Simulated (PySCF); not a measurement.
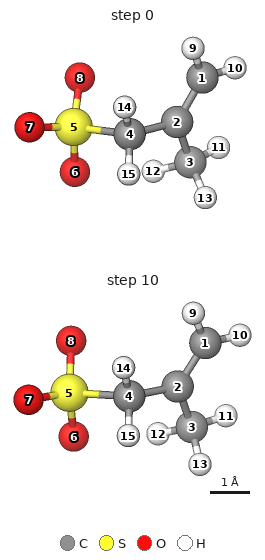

The structure of C4H7O3S (charge −1) before (top) and after (bottom) a relaxation, at one scale.

The picture is a ball-and-stick view, seen at a tilt.

The start comes from GFN2-xTB. Its atoms were then displaced at random by about 0.01 Å.

Level of theory: PySCF 2.14.0, density-fitted response routines, PBE0-D3(BJ)/def2-SVP geometry optimisation, gas phase. 

**Describe what moved and what it gained.**

The atom that moves furthest after the best rigid fit is O8 (0.25 Å). Largest moves by element: O 0.25 Å, H 0.23 Å, S 0.12 Å, C 0.11 Å. Some distances before and after: S5–O6 1.452 → 1.485 Å, C4–H15 1.075 → 1.101 Å, S5–O8 1.451 → 1.476 Å, C1–C2 1.323 → 1.341 Å. Bond angles that change, for instance: C2–C4–S5 106.8° → 114.1°, H14–C4–H15 113.1° → 109.3°, S5–C4–H14 107.8° → 104.6°. After 10 geometry steps the energy has fallen by 5.14 kcal/mol.

Limits of the set-up: the basis has no diffuse functions, which an anion needs.
